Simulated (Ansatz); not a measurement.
# BN+ (doublet): one geometry, many settings

Aim: run BN+ (doublet) at one geometry under a spread of methods and options, and see what each costs and gives.

Computed with Ansatz 0.2.0, Gaussian basis. Level: the settings change from run to run.

8 further runs of the same task are left out: 2 that didn't finish, 6 set aside as unsound or not needed.

## Step 1: What is computed

The geometry is a PBE0/def2-TZVP stationary point (not a proven minimum) of the parent state, kept for this charge and spin.

2 atoms, charge 1, spin multiplicity 2.

Atoms are counted from 1 here; the program's logs count them from 0.

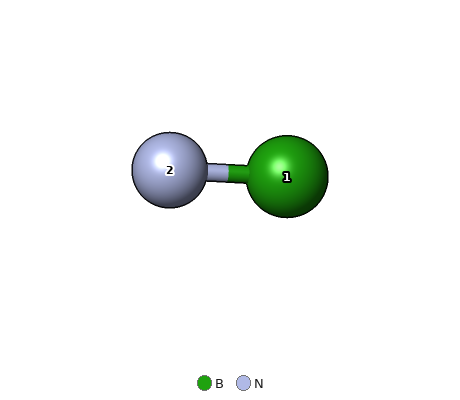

The structure; boron green, nitrogen light blue; atoms are numbered from 1 in the order of the file.

## Step 2: CCSD/6-31G

in.yaml reads:

```yaml
crystal:
  periodic: [false, false, false]
  atoms:
    - {symbol: B, position_ang: [0.000000, 0.000000, 0.000000]}
    - {symbol: N, position_ang: [0.000000, 0.000000, 1.261538]}
basis:
  gaussian: {orbitals: 6-31G}
total_charge: 1
magnetization: {spin_polarized: true, initial_magnetization: 1}
hamiltonian: {xc: {name: r2SCAN}}
correlation: {method: ccsd, electrons: outside_noble_gas}
```

On the command line:

```console
> ansatz run in.yaml --threads 1 --pin off --events-out ev --progress --plain --max-ram 2176MiB
```

Standard output (excerpt; [...] marks lines left out):

```text
Functional definition: r2SCAN
  name "r2SCAN"
  cite "Furness, Kaplan, Ning, Perdew & Sun, J. Phys. Chem. Lett. 11, 8208 (2020) doi:10.1021/acs.jpclett.0c02405"
  cite "Furness, Kaplan, Ning, Perdew & Sun, J. Phys. Chem. Lett. 11, 9248 (2020) doi:10.1021/acs.jpclett.0c03077"
  parent r2scan
[...]
258 factors; integrals over basis functions are off by at most 1.2e-4 eV
[...]
mean field -2146.73130301 eV, -78.8909202789 hartree, gradient 3.7e-6 eV, S^2 1.400825; 9 other end points of the search recorded, 0 dependent functions left out
2 core orbitals not correlated: weight in the atoms' cores, before any rotation towards them, 1.000 or more for the frozen orbitals, at most 0.000 for the correlated occupied ones
reference -2136.72949284 eV, -78.5233605346 hartree; 4, 3 occupied and 12, 13 virtual orbitals, 258 factors
second order -3.38032036 eV of doubles, -0.29092177 eV of singles
cycle   1  -3.43758078 eV  change    1.6e-1 eV  update   7.0e-2
[...]
cycle  19  -3.79120983 eV  change   -3.3e-6 eV  update   2.1e-6
WARN: the results are in doubt because among natural orbitals full CI differs from the method by -0.242 eV
Total energy: -2140.52070267 eV, -78.6626849261 hartree
In doubt: among natural orbitals full CI differs from the method by -0.242 eV
```

Run time: 3.9 s. Hardware: 1 thread of Arm Neoverse V1, shared host.

From the report: ⟨S²⟩ of the determinant 1.401 (pure doublet: 0.75); correlation -3.7912 eV; T1 0.030; largest double amplitude 0.18. The determinant is far from a pure spin state, so its energy mixes those of several spin states (harmless only where they are near-degenerate, as at dissociation). The orbitals are Kohn-Sham ones, so correlation energy and T1 don't compare with those on Hartree-Fock orbitals. The program marks this result as in doubt; its last lines say why.

## Step 3: CASSCF(7,6)/6-31G

in.yaml reads:

```yaml
crystal:
  periodic: [false, false, false]
  atoms:
    - {symbol: B, position_ang: [0.000000, 0.000000, 0.000000]}
    - {symbol: N, position_ang: [0.000000, 0.000000, 1.261538]}
basis:
  gaussian: {orbitals: 6-31G}
total_charge: 1
magnetization: {spin_polarized: false, initial_magnetization: 1}
correlation: {active_space: {window: {electrons: 7, orbitals: 6}}}
scf: {lower_state_search: light}
```

Same command.

Standard output:

```text
Functional definition: HF
  name "HF"
  cite "Fock, Z. Phys. 61, 126 (1930) doi:10.1007/BF01340294"
  parent pbe
  exchange = exact_x
  correlation = 0
258 factors; integrals over basis functions are off by at most 1.2e-4 eV
mean field evaluation 1: about -2128.4341 eV, gradient 4.8e1 eV
mean field evaluation 2: about -2128.4394 eV, gradient 4.8e1 eV
mean field evaluation 4: about -2135.0454 eV, gradient 1.3e1 eV
mean field evaluation 8: about -2135.6101 eV, gradient 2.6e-1 eV
mean field evaluation 16: about -2135.7053 eV, gradient 2.0e-1 eV
mean field evaluation 32: about -2133.6195 eV, gradient 1.9e1 eV
mean field evaluation 64: about -2133.6595 eV, gradient 2.2e1 eV
mean field evaluation 96: about -2135.6063 eV, gradient 1.3e0 eV
mean field evaluation 128: about -2135.6030 eV, gradient 5.3e-2 eV
mean field -2135.70397737 eV, -78.4856735362 hartree, gradient 2.7e-6 eV, S^2 0.750000; 8 other end points of the search recorded, 0 dependent functions left out
reference -2135.70397737 eV, -78.4856735362 hartree; 6, 5 occupied and 12, 13 virtual orbitals, 258 factors
state -2138.75276718 eV, -78.5977144953 hartree
Total energy: -2138.75276718 eV, -78.5977144953 hartree
```

Wall time 0.51 s (1 thread of Arm Neoverse V1, shared host).

From the report: 300 determinants; active occupations 2.00, 1.90, 1.60, 1.00, 0.40, 0.10.

## Step 4: BCCD on UHF/6-31G

in.yaml reads:

```yaml
crystal:
  periodic: [false, false, false]
  atoms:
    - {symbol: B, position_ang: [0.000000, 0.000000, 0.000000]}
    - {symbol: N, position_ang: [0.000000, 0.000000, 1.261538]}
basis:
  gaussian: {orbitals: 6-31G, fitting: {mean_field: def2-universal-jkfit}}
total_charge: 1
magnetization: {spin_polarized: true, initial_magnetization: 1}
correlation: {method: bccd, electrons: outside_noble_gas}
accuracy: high
```

The command is unchanged.

Standard output (excerpt; [...] marks lines left out):

```text
Functional definition: HF
  name "HF"
  cite "Fock, Z. Phys. 61, 126 (1930) doi:10.1007/BF01340294"
  parent pbe
[...]
152 factors; integrals over basis functions are off by at most 3.6e-3 eV
[...]
mean field -2137.76392653 eV, -78.5613752716 hartree, gradient 1.6e-8 eV, S^2 1.873931; 19 other end points of the search recorded, 0 dependent functions left out
determinant -2137.76392653 eV, -78.5613752716 hartree, with singles and doubles -2140.49165770 eV, -78.6616175430 hartree
determinant -2137.68877382 eV, -78.5586134602 hartree, with singles and doubles -2140.05317815 eV, -78.6455037169 hartree
determinant -2137.18129525 eV, -78.5399639670 hartree, with singles and doubles -2139.84274527 eV, -78.6377704510 hartree
determinant -2136.76122498 eV, -78.5245266694 hartree, with singles and doubles -2139.78336258 eV, -78.6355881775 hartree
[...]
determinant -2137.68877382 eV, -78.5586134602 hartree, with singles and doubles -2140.18130422 eV, -78.6502122632 hartree
determinant -2136.55327224 eV, -78.5168845471 hartree, with singles and doubles -2140.38852289 eV, -78.6578274088 hartree
determinant -2135.63264626 eV, -78.4830521663 hartree, with singles and doubles -2140.32655055 eV, -78.6555499671 hartree
2 core orbitals not correlated: weight in the atoms' cores, before any rotation towards them, 1.000 or more for the frozen orbitals, at most 0.000 for the correlated occupied ones
reference -2137.76392653 eV, -78.5613752716 hartree; 4, 3 occupied and 12, 13 virtual orbitals, 152 factors
second order -1.95469653 eV of doubles, -0.00000000 eV of singles
cycle   1  -2.85348881 eV  change   -1.5e-2 eV  update   1.0e-1
[...]
cycle  35  -2.74648936 eV  change   1.3e-10 eV  update  1.9e-10
WARN: the results are in doubt because among natural orbitals full CI differs from the method by -0.274 eV
Total energy: -2140.51041589 eV, -78.6623068940 hartree
In doubt: among natural orbitals full CI differs from the method by -0.274 eV
```

Run time: 1.4 s. Hardware: 1 thread of Arm Neoverse V1, shared host.

From the report: ⟨S²⟩ of the determinant 1.874 (pure doublet: 0.75); correlation -2.7465 eV; largest double amplitude 0.18. The determinant is far from a pure spin state, so its energy mixes those of several spin states (harmless only where they are near-degenerate, as at dissociation). Mind the lines of doubt at the end of the log.

## Step 5: CCSDTQ on UHF/STO-3G

in.yaml reads:

```yaml
crystal:
  periodic: [false, false, false]
  atoms:
    - {symbol: B, position_ang: [0.000000, 0.000000, 0.000000]}
    - {symbol: N, position_ang: [0.000000, 0.000000, 1.261538]}
basis:
  gaussian: {orbitals: STO-3G}
total_charge: 1
magnetization: {spin_polarized: true, initial_magnetization: 1}
correlation: {method: ccsdtq, electrons: valence}
accuracy: high
scf: {lower_state_search: off}
output: {forces: true}
```

Launched as before.

Standard output (excerpt; [...] marks lines left out):

```text
Functional definition: HF
  name "HF"
  cite "Fock, Z. Phys. 61, 126 (1930) doi:10.1007/BF01340294"
  parent pbe
[...]
150 factors; integrals over basis functions are off by at most 8.8e-9 eV
[...]
mean field -2112.37747056 eV, -77.6284402221 hartree, gradient 1.0e-8 eV, S^2 1.878112; 0 other end points of the search recorded, 0 dependent functions left out
2 core orbitals not correlated: weight in the atoms' cores, before any rotation towards them, 1.000 or more for the frozen orbitals, at most 0.000 for the correlated occupied ones
reference -2112.37747056 eV, -77.6284402221 hartree; 4, 3 occupied and 4, 5 virtual orbitals, 150 factors
second order -1.04795378 eV of doubles, -0.00000000 eV of singles
cycle   1  -1.28046141 eV  change   -2.3e-1 eV  update   6.9e-2
[...]
cycle  52  -2.16140579 eV  change   5.0e-11 eV  update  1.9e-10
[...]
Total energy: -2114.53887634 eV, -77.7078704196 hartree
Atom 0 at     0.000000     0.000000     0.000000 Å, force    -0.000000    -0.000000   -10.506668 eV/Å
Atom 1 at     0.000000     0.000000     1.261538 Å, force     0.000000     0.000000    10.506668 eV/Å
Dipole moment:     0.000000     0.000000    -0.457949 e Å
Checks for a lower state left out: starts, cluster_reference, orbital_swaps, neighbouring_geometries, increment
```

Wall time 44 s (1 thread of Arm Neoverse V1, shared host).

From the report: ⟨S²⟩ of the determinant 1.878 (pure doublet: 0.75); correlation -2.1614 eV; T1 0.136; largest double amplitude 0.46. The determinant is far from a pure spin state, so its energy mixes those of several spin states (harmless only where they are near-degenerate, as at dissociation).

## Step 6: The runs in one table

Where basis and cores are those of an earlier FCI/6-31G run (-2140.8851 eV), and the state is the same kind, the miss against it is given. † marks a result that the program doubts.

| level | correlated | functions | energy (eV) | from FCI (meV) | time |
| --- | --- | --- | --- | --- | --- |
| CCSD/6-31G (on r2SCAN orbitals) † | outside noble gas | 18 | -2140.5207 | 364.4 | 3.9 s |
| CASSCF(7,6)/6-31G |  | 18 | -2138.7528 | 2132.3 | 0.51 s |
| BCCD on UHF/6-31G † | outside noble gas | 18 | -2140.5104 | 374.7 | 1.4 s |
| CCSDTQ on UHF/STO-3G | valence | 10 | -2114.5389 |  | 44 s |

## Step 7: Summary of results

| quantity | value |
| --- | --- |
| runs | 4 |
| quickest | CASSCF(7,6)/6-31G, 0.51 s |
| slowest | CCSDTQ on UHF/STO-3G, 44 s |

**Reading.** Total energies in different bases, with other cores or another treatment of relativity can't be set against each other. CCSDTQ on UHF/STO-3G took 85 times as long as CASSCF(7,6)/6-31G; the jobs differ in more than the method. Among the correlated runs with a miss given, it spans +364 to +375 meV. Hartree-Fock, CASSCF and CASCI lack dynamic correlation by design. Cores frozen from Kohn-Sham orbitals shift the total energy.
